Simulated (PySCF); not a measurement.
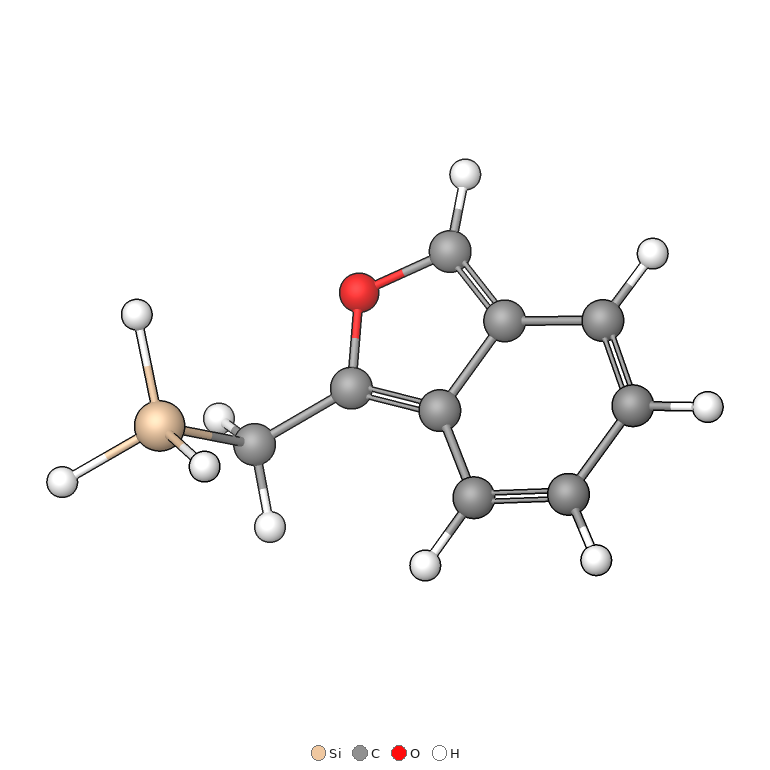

Computed geometry: PBE0-D3(BJ)/def2-SVP optimisation. No frequency run is at hand to confirm it as a minimum.

Give the structural formula.

SMILES: [SiH3]Cc1occ2ccccc12

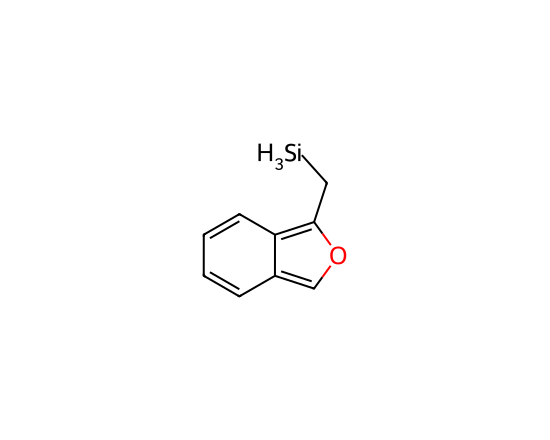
